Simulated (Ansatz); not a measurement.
Nudged elastic band of AlBH5O2F (part 1 of 2)

System: AlBH5O2F.
Method: RHF/6-31G* (Ansatz 0.2.0).

The run did not end well. It belongs to a series of runs on one base structure; here: band between the two ends.

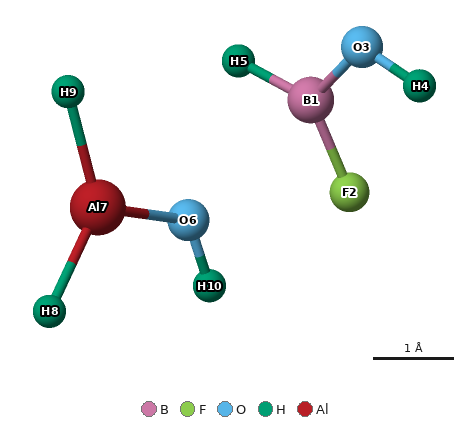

**Figure 1.** The input geometry (ball-and-stick view, seen at a tilt; atoms are numbered from 1 in the order of the input). Sticks mark near contacts. Bond lengths as drawn: Al–H 1.57 to 1.58 Å, Al–O 1.71 Å, B–F 1.33 Å, B–H 1.18 Å, B–O 1.34 Å and H–O 0.95 Å.

### Input file
```yaml
crystal:
  periodic: [false, false, false]
  atoms:
    - { symbol: B, position_ang: [-0.118583, -0.123902, -0.518236] }
    - { symbol: F, position_ang: [-0.520711, -1.159884, 0.21655] }
    - { symbol: O, position_ang: [1.147692, -0.087982, -0.965655] }
    - { symbol: H, position_ang: [1.681249, -0.791995, -0.621113] }
    - { symbol: H, position_ang: [-0.905399, 0.679874, -0.8784] }
    - { symbol: O, position_ang: [0.220774, 1.036229, 1.812132] }
    - { symbol: Al, position_ang: [0.869113, 2.477062, 2.454242] }
    - { symbol: H, position_ang: [0.9065, 2.656612, 4.026981] }
    - { symbol: H, position_ang: [1.400748, 3.547197, 1.430724] }
    - { symbol: H, position_ang: [-0.160583, 0.34719, 2.335674] }
basis:
  gaussian: { orbitals: "6-31G*" }
hamiltonian:
  xc: hf
neb:
  order_check: false
  images: 9
  f_tol: 0.03
  max_iterations: 60
  optimiser: fire
  climbing: immediate
  final_atoms:
    - { symbol: B, position_ang: [0.49383721, 0.24581259, 0.15313045] }
    - { symbol: F, position_ang: [-2.44283743, -0.52933388, 1.74326856] }
    - { symbol: O, position_ang: [1.70981078, 0.96298903, -0.00375854] }
    - { symbol: H, position_ang: [2.33045663, 0.80936259, -0.70236564] }
    - { symbol: H, position_ang: [0.17127119, -0.60881213, -0.59725108] }
    - { symbol: O, position_ang: [-0.10782877, 0.72391993, 1.2256155] }
    - { symbol: Al, position_ang: [1.13370838, 1.97188254, 1.6784426] }
    - { symbol: H, position_ang: [2.10663055, 1.58144892, 2.85698679] }
    - { symbol: H, position_ang: [0.79408175, 3.45982796, 1.28025535] }
    - { symbol: H, position_ang: [-1.66833029, -0.03669654, 1.65857502] }
  initial_path:
    images:
      - { positions_ang: [[-0.118583, -0.123902, -0.518236], [-0.520711, -1.159884, 0.21655], [1.147692, -0.087982, -0.965655], [1.681249, -0.791995, -0.621113], [-0.905399, 0.679874, -0.8784], [0.220774, 1.036229, 1.812132], [0.869113, 2.477062, 2.454242], [0.9065, 2.656612, 4.026981], [1.400748, 3.547197, 1.430724], [-0.160583, 0.34719, 2.335674]] }
      - { positions_ang: [[-0.09213844, -0.09775406, -0.41713607], [-0.44988681, -0.91037595, 0.5023483], [1.17747881, -0.10084792, -0.88762845], [1.64653833, -0.86085216, -0.62901479], [-0.91245202, 0.56061086, -0.84659998], [0.21757696, 1.1561151, 1.54403903], [0.83849281, 2.41475307, 2.38184814], [0.92122652, 2.34738463, 3.86372193], [1.30055519, 3.57474029, 1.62341816], [-0.12659136, 0.49662714, 2.15790272]] }
      - { positions_ang: [[-0.06569389, -0.07160613, -0.31603615], [-0.37906262, -0.66086789, 0.78814661], [1.20726562, -0.11371385, -0.80960189], [1.61182765, -0.92970932, -0.63691658], [-0.91950503, 0.44134773, -0.81479995], [0.21437992, 1.27600119, 1.27594607], [0.80787263, 2.35244415, 2.30945428], [0.93595305, 2.03815726, 3.70046285], [1.20036238, 3.60228358, 1.81611232], [-0.09259971, 0.64606428, 1.98013145]] }
      - { positions_ang: [[-0.03924933, -0.04545819, -0.21493622], [-0.30823843, -0.41135984, 1.07394491], [1.23705243, -0.12657977, -0.73157534], [1.57711698, -0.99856648, -0.64481837], [-0.92655805, 0.32208459, -0.78299993], [0.21118288, 1.39588729, 1.0078531], [0.77725244, 2.29013522, 2.23706042], [0.95067957, 1.72892989, 3.53720378], [1.10016957, 3.62982687, 2.00880647], [-0.05860807, 0.79550142, 1.80236017]] }
      - { positions_ang: [[-0.01280477, -0.01931026, -0.11383629], [-0.23741425, -0.16185178, 1.35974322], [1.26683925, -0.1394457, -0.65354879], [1.5424063, -1.06742363, -0.65272015], [-0.93361106, 0.20282146, -0.75119991], [0.20798584, 1.51577338, 0.73976014], [0.74663225, 2.2278263, 2.16466656], [0.9654061, 1.41970252, 3.3739447], [0.99997676, 3.65737016, 2.20150063], [-0.02461642, 0.94493856, 1.6245889]] }
      - { positions_ang: [[0.01363978, 0.00683768, -0.01273637], [-0.16659006, 0.08765627, 1.64554152], [1.29662606, -0.15231162, -0.57552224], [1.50769563, -1.13628079, -0.66062194], [-0.94066408, 0.08355832, -0.71939988], [0.20478881, 1.63565948, 0.47166717], [0.71601207, 2.16551737, 2.0922727], [0.98013262, 1.11047515, 3.21068563], [0.89978395, 3.68491345, 2.39419479], [0.00937522, 1.0943757, 1.44681762]] }
      - { positions_ang: [[0.10967927, 0.05463266, 0.020437], [-0.62183953, -0.03574176, 1.66508693], [1.379263, 0.07074851, -0.4611695], [1.67224783, -0.74715212, -0.66897068], [-0.71827702, -0.05491577, -0.69497012], [0.14226529, 1.45331157, 0.62245683], [0.79955133, 2.12679041, 2.00950668], [1.20543221, 1.2046699, 3.13994586], [0.87864351, 3.63989635, 2.1714069], [-0.32616588, 0.86816125, 1.4891691]] }
      - { positions_ang: [[0.20571875, 0.10242764, 0.05361036], [-1.077089, -0.15913979, 1.68463234], [1.46189995, 0.29380864, -0.34681676], [1.83680003, -0.35802344, -0.67731942], [-0.49588997, -0.19338986, -0.67054036], [0.07974178, 1.27096366, 0.7732465], [0.88309059, 2.08806344, 1.92674066], [1.43073179, 1.29886465, 3.06920609], [0.85750307, 3.59487925, 1.94861901], [-0.66170698, 0.6419468, 1.53152058]] }
      - { positions_ang: [[0.30175824, 0.15022262, 0.08678372], [-1.53233848, -0.28253782, 1.70417774], [1.54453689, 0.51686877, -0.23246402], [2.00135223, 0.03110523, -0.68566816], [-0.27350292, -0.33186395, -0.6461106], [0.01721826, 1.08861575, 0.92403617], [0.96662985, 2.04933647, 1.84397464], [1.65603138, 1.39305941, 2.99846633], [0.83636263, 3.54986216, 1.72583112], [-0.99724809, 0.41573236, 1.57387206]] }
      - { positions_ang: [[0.39779772, 0.1980176, 0.11995709], [-1.98758795, -0.40593585, 1.72372315], [1.62717384, 0.7399289, -0.11811128], [2.16590443, 0.42023391, -0.6940169], [-0.05111586, -0.47033804, -0.62168084], [-0.04530525, 0.90626784, 1.07482583], [1.05016912, 2.01060951, 1.76120862], [1.88133097, 1.48725416, 2.92772656], [0.81522219, 3.50484506, 1.50304324], [-1.33278919, 0.18951791, 1.61622354]] }
      - { positions_ang: [[0.49383721, 0.24581259, 0.15313045], [-2.44283743, -0.52933388, 1.74326856], [1.70981078, 0.96298903, -0.00375854], [2.33045663, 0.80936259, -0.70236564], [0.17127119, -0.60881213, -0.59725108], [-0.10782877, 0.72391993, 1.2256155], [1.13370838, 1.97188254, 1.6784426], [2.10663055, 1.58144892, 2.85698679], [0.79408175, 3.45982796, 1.28025535], [-1.66833029, -0.03669654, 1.65857502]] }
```

Run as:
```bash
ansatz run input.yaml --threads 1 --pin off --max-ram 2048MiB --backend cpu --events-out ev --progress --plain --runs-dir out
```

### Log
```
Engine: ansatz 0.2.0, aarch64-unknown-linux-gnu
Functional definition: HF
  exchange = exact_x
  correlation = 0
912 factors; integrals over basis functions are off by at most 5.9e-4 eV
mean field evaluation 1: about -14112.8736 eV, gradient 4.9e1 eV
mean field evaluation 2: about -14112.9352 eV, gradient 4.9e1 eV
mean field evaluation 4: about -14117.4214 eV, gradient 3.2e0 eV
mean field evaluation 8: about -14117.4602 eV, gradient 1.4e-4 eV
mean field -14117.46015303 eV, -518.8070914657 hartree, gradient 1.7e-5 eV, S^2 0.000000; 0 other end points of the search recorded, 0 dependent functions left out
the calculation of the forces begins
reference -14117.46015303 eV, -518.8070914657 hartree; 24, 24 occupied and 65, 65 virtual orbitals, 912 factors
912 factors; integrals over basis functions are off by at most 6.7e-4 eV
mean field evaluation 16: about -14117.4757 eV, gradient 1.2e0 eV
mean field -14117.48175208 eV, -518.8078852161 hartree, gradient 2.7e-5 eV, S^2 0.000000; 0 other end points of the search recorded, 0 dependent functions left out
[... from here on the field's lines of each further geometry are left out, up to the last ...]
NEB iter   1: max|band force component| = 1.122e1 eV/Å  barrier→ = 6.9087 eV  barrier← = 6.9303 eV  CI = image 5  Δτ_max = 0.2000 Å  (360 SCF iters)
NEB iter   2: max|band force component| = 1.357e1 eV/Å  barrier→ = 4.5509 eV  barrier← = 4.5725 eV  CI = image 5  Δτ_max = 0.0563 Å  (281 SCF iters)
NEB iter   3: max|band force component| = 7.685e0 eV/Å  barrier→ = 4.3256 eV  barrier← = 4.3472 eV  CI = image 5  Δτ_max = 0.0908 Å  (293 SCF iters)
NEB iter   4: max|band force component| = 3.297e0 eV/Å  barrier→ = 3.9715 eV  barrier← = 3.9931 eV  CI = image 5  Δτ_max = 0.0167 Å  (284 SCF iters)
NEB iter   5: max|band force component| = 3.070e0 eV/Å  barrier→ = 3.8478 eV  barrier← = 3.8694 eV  CI = image 5  Δτ_max = 0.0313 Å  (274 SCF iters)
NEB iter   6: max|band force component| = 2.644e0 eV/Å  barrier→ = 3.6351 eV  barrier← = 3.6567 eV  CI = image 5  Δτ_max = 0.0424 Å  (287 SCF iters)
NEB iter   7: max|band force component| = 2.057e0 eV/Å  barrier→ = 3.3850 eV  barrier← = 3.4066 eV  CI = image 5  Δτ_max = 0.0499 Å  (288 SCF iters)
NEB iter   8: max|band force component| = 1.783e0 eV/Å  barrier→ = 3.1436 eV  barrier← = 3.1652 eV  CI = image 5  Δτ_max = 0.0550 Å  (288 SCF iters)
NEB iter   9: max|band force component| = 1.753e0 eV/Å  barrier→ = 2.9358 eV  barrier← = 2.9574 eV  CI = image 5  Δτ_max = 0.0573 Å  (285 SCF iters)
NEB iter  10: max|band force component| = 1.659e0 eV/Å  barrier→ = 2.7615 eV  barrier← = 2.7831 eV  CI = image 5  Δτ_max = 0.0645 Å  (287 SCF iters)
NEB iter  11: max|band force component| = 1.424e0 eV/Å  barrier→ = 2.5936 eV  barrier← = 2.6152 eV  CI = image 5  Δτ_max = 0.0702 Å  (287 SCF iters)
NEB iter  12: max|band force component| = 1.541e0 eV/Å  barrier→ = 2.4342 eV  barrier← = 2.4558 eV  CI = image 5  Δτ_max = 0.0096 Å  (288 SCF iters)
NEB iter  13: max|band force component| = 1.233e0 eV/Å  barrier→ = 2.4047 eV  barrier← = 2.4263 eV  CI = image 5  Δτ_max = 0.0167 Å  (249 SCF iters)
NEB iter  14: max|band force component| = 1.233e0 eV/Å  barrier→ = 2.3577 eV  barrier← = 2.3793 eV  CI = image 5  Δτ_max = 0.0224 Å  (281 SCF iters)
NEB iter  15: max|band force component| = 1.291e0 eV/Å  barrier→ = 2.3080 eV  barrier← = 2.3296 eV  CI = image 5  Δτ_max = 0.0296 Å  (279 SCF iters)
NEB iter  16: max|band force component| = 1.264e0 eV/Å  barrier→ = 2.2638 eV  barrier← = 2.2854 eV  CI = image 5  Δτ_max = 0.0366 Å  (284 SCF iters)
NEB iter  17: max|band force component| = 1.139e0 eV/Å  barrier→ = 2.2249 eV  barrier← = 2.2465 eV  CI = image 5  Δτ_max = 0.0422 Å  (282 SCF iters)
NEB iter  18: max|band force component| = 9.524e-1 eV/Å  barrier→ = 2.1879 eV  barrier← = 2.2095 eV  CI = image 5  Δτ_max = 0.0505 Å  (285 SCF iters)
NEB iter  19: max|band force component| = 1.068e0 eV/Å  barrier→ = 2.1493 eV  barrier← = 2.1709 eV  CI = image 5  Δτ_max = 0.0586 Å  (287 SCF iters)
NEB iter  20: max|band force component| = 1.135e0 eV/Å  barrier→ = 2.1148 eV  barrier← = 2.1364 eV  CI = image 5  Δτ_max = 0.0682 Å  (285 SCF iters)
NEB iter  21: max|band force component| = 1.190e0 eV/Å  barrier→ = 2.1028 eV  barrier← = 2.1244 eV  CI = image 5  Δτ_max = 0.0870 Å  (281 SCF iters)
NEB iter  22: max|band force component| = 1.343e0 eV/Å  barrier→ = 2.1476 eV  barrier← = 2.1692 eV  CI = image 5  Δτ_max = 0.1114 Å  (289 SCF iters)
NEB iter  23: max|band force component| = 1.121e0 eV/Å  barrier→ = 2.2782 eV  barrier← = 2.2998 eV  CI = image 5  Δτ_max = 0.0218 Å  (289 SCF iters)
NEB iter  24: max|band force component| = 9.672e-1 eV/Å  barrier→ = 2.2825 eV  barrier← = 2.3041 eV  CI = image 5  Δτ_max = 0.0397 Å  (256 SCF iters)
NEB iter  25: max|band force component| = 1.085e0 eV/Å  barrier→ = 2.2890 eV  barrier← = 2.3106 eV  CI = image 5  Δτ_max = 0.0510 Å  (261 SCF iters)
NEB iter  26: max|band force component| = 8.300e-1 eV/Å  barrier→ = 2.2583 eV  barrier← = 2.2799 eV  CI = image 5  Δτ_max = 0.0115 Å  (260 SCF iters)
NEB iter  27: max|band force component| = 8.278e-1 eV/Å  barrier→ = 2.2300 eV  barrier← = 2.2516 eV  CI = image 5  Δτ_max = 0.0233 Å  (241 SCF iters)
NEB iter  28: max|band force component| = 7.693e-1 eV/Å  barrier→ = 2.1743 eV  barrier← = 2.1959 eV  CI = image 5  Δτ_max = 0.0337 Å  (247 SCF iters)
NEB iter  29: max|band force component| = 8.064e-1 eV/Å  barrier→ = 2.0949 eV  barrier← = 2.1165 eV  CI = image 5  Δτ_max = 0.0399 Å  (252 SCF iters)
NEB iter  30: max|band force component| = 9.967e-1 eV/Å  barrier→ = 2.0140 eV  barrier← = 2.0356 eV  CI = image 5  Δτ_max = 0.0496 Å  (254 SCF iters)
NEB iter  31: max|band force component| = 9.974e-1 eV/Å  barrier→ = 1.9675 eV  barrier← = 1.9891 eV  CI = image 5  Δτ_max = 0.0696 Å  (252 SCF iters)
NEB iter  32: max|band force component| = 8.905e-1 eV/Å  barrier→ = 1.9783 eV  barrier← = 1.9999 eV  CI = image 5  Δτ_max = 0.0968 Å  (261 SCF iters)
NEB iter  33: max|band force component| = 7.737e-1 eV/Å  barrier→ = 2.0298 eV  barrier← = 2.0514 eV  CI = image 5  Δτ_max = 0.1084 Å  (268 SCF iters)
NEB iter  34: max|band force component| = 8.455e-1 eV/Å  barrier→ = 1.9956 eV  barrier← = 2.0172 eV  CI = image 5  Δτ_max = 0.0211 Å  (266 SCF iters)
NEB iter  35: max|band force component| = 7.069e-1 eV/Å  barrier→ = 1.9428 eV  barrier← = 1.9644 eV  CI = image 5  Δτ_max = 0.0188 Å  (245 SCF iters)
NEB iter  36: max|band force component| = 1.116e0 eV/Å  barrier→ = 1.9228 eV  barrier← = 1.9444 eV  CI = image 5  Δτ_max = 0.0292 Å  (246 SCF iters)
NEB iter  37: max|band force component| = 1.345e0 eV/Å  barrier→ = 1.9263 eV  barrier← = 1.9479 eV  CI = image 5  Δτ_max = 0.0093 Å  (253 SCF iters)
NEB iter  38: max|band force component| = 6.248e-1 eV/Å  barrier→ = 1.8997 eV  barrier← = 1.9213 eV  CI = image 5  Δτ_max = 0.0131 Å  (232 SCF iters)
NEB iter  39: max|band force component| = 8.388e-1 eV/Å  barrier→ = 1.8965 eV  barrier← = 1.9181 eV  CI = image 5  Δτ_max = 0.0014 Å  (239 SCF iters)
NEB iter  40: max|band force component| = 7.070e-1 eV/Å  barrier→ = 1.8940 eV  barrier← = 1.9156 eV  CI = image 5  Δτ_max = 0.0026 Å  (188 SCF iters)
NEB iter  41: max|band force component| = 4.716e-1 eV/Å  barrier→ = 1.8903 eV  barrier← = 1.9119 eV  CI = image 5  Δτ_max = 0.0034 Å  (199 SCF iters)
NEB iter  42: max|band force component| = 4.398e-1 eV/Å  barrier→ = 1.8870 eV  barrier← = 1.9086 eV  CI = image 5  Δτ_max = 0.0036 Å  (209 SCF iters)
NEB iter  43: max|band force component| = 4.334e-1 eV/Å  barrier→ = 1.8851 eV  barrier← = 1.9067 eV  CI = image 5  Δτ_max = 0.0039 Å  (210 SCF iters)
NEB iter  44: max|band force component| = 4.219e-1 eV/Å  barrier→ = 1.8838 eV  barrier← = 1.9054 eV  CI = image 5  Δτ_max = 0.0046 Å  (208 SCF iters)
NEB iter  45: max|band force component| = 4.655e-1 eV/Å  barrier→ = 1.8817 eV  barrier← = 1.9033 eV  CI = image 5  Δτ_max = 0.0057 Å  (202 SCF iters)
NEB iter  46: max|band force component| = 4.329e-1 eV/Å  barrier→ = 1.8775 eV  barrier← = 1.8991 eV  CI = image 5  Δτ_max = 0.0070 Å  (206 SCF iters)
NEB iter  47: max|band force component| = 3.864e-1 eV/Å  barrier→ = 1.8714 eV  barrier← = 1.8930 eV  CI = image 5  Δτ_max = 0.0086 Å  (216 SCF iters)
NEB iter  48: max|band force component| = 3.901e-1 eV/Å  barrier→ = 1.8653 eV  barrier← = 1.8869 eV  CI = image 5  Δτ_max = 0.0104 Å  (220 SCF iters)
NEB iter  49: max|band force component| = 3.959e-1 eV/Å  barrier→ = 1.8597 eV  barrier← = 1.8813 eV  CI = image 5  Δτ_max = 0.0124 Å  (219 SCF iters)
NEB iter  50: max|band force component| = 3.953e-1 eV/Å  barrier→ = 1.8513 eV  barrier← = 1.8729 eV  CI = image 5  Δτ_max = 0.0148 Å  (219 SCF iters)
NEB iter  51: max|band force component| = 3.882e-1 eV/Å  barrier→ = 1.8398 eV  barrier← = 1.8614 eV  CI = image 5  Δτ_max = 0.0186 Å  (230 SCF iters)
NEB iter  52: max|band force component| = 3.705e-1 eV/Å  barrier→ = 1.8283 eV  barrier← = 1.8499 eV  CI = image 5  Δτ_max = 0.0229 Å  (237 SCF iters)
NEB iter  53: max|band force component| = 3.798e-1 eV/Å  barrier→ = 1.8134 eV  barrier← = 1.8350 eV  CI = image 5  Δτ_max = 0.0277 Å  (237 SCF iters)
NEB iter  54: max|band force component| = 3.760e-1 eV/Å  barrier→ = 1.7966 eV  barrier← = 1.8182 eV  CI = image 5  Δτ_max = 0.0337 Å  (244 SCF iters)
NEB iter  55: max|band force component| = 3.662e-1 eV/Å  barrier→ = 1.7800 eV  barrier← = 1.8016 eV  CI = image 5  Δτ_max = 0.0401 Å  (247 SCF iters)
NEB iter  56: max|band force component| = 3.030e-1 eV/Å  barrier→ = 1.7634 eV  barrier← = 1.7850 eV  CI = image 5  Δτ_max = 0.0471 Å  (254 SCF iters)
NEB iter  57: max|band force component| = 3.562e-1 eV/Å  barrier→ = 1.7459 eV  barrier← = 1.7675 eV  CI = image 5  Δτ_max = 0.0540 Å  (263 SCF iters)
NEB iter  58: max|band force component| = 4.347e-1 eV/Å  barrier→ = 1.7259 eV  barrier← = 1.7475 eV  CI = image 5  Δτ_max = 0.0602 Å  (259 SCF iters)
NEB iter  59: max|band force component| = 4.969e-1 eV/Å  barrier→ = 1.6974 eV  barrier← = 1.7190 eV  CI = image 5  Δτ_max = 0.0644 Å  (267 SCF iters)
the calculation of the forces begins
reference -14117.30165498 eV, -518.8012667699 hartree; 24, 24 occupied and 65, 65 virtual orbitals, 912 factors
these checks for a lower state are left out or cut short: starts, cluster_reference, orbital_swaps, neighbouring_geometries, increment
912 factors; integrals over basis functions are off by at most 5.7e-4 eV
mean field -14117.39045503 eV, -518.8045301116 hartree, gradient 1.4e-5 eV, S^2 0.000000; 0 other end points of the search recorded, 0 dependent functions left out
the calculation of the forces begins
reference -14117.39045503 eV, -518.8045301116 hartree; 24, 24 occupied and 65, 65 virtual orbitals, 912 factors
NEB iter  60: max|band force component| = 8.926e-1 eV/Å  barrier→ = 1.6654 eV  barrier← = 1.6870 eV  CI = image 5  Δτ_max = 0.0252 Å  (266 SCF iters)
```
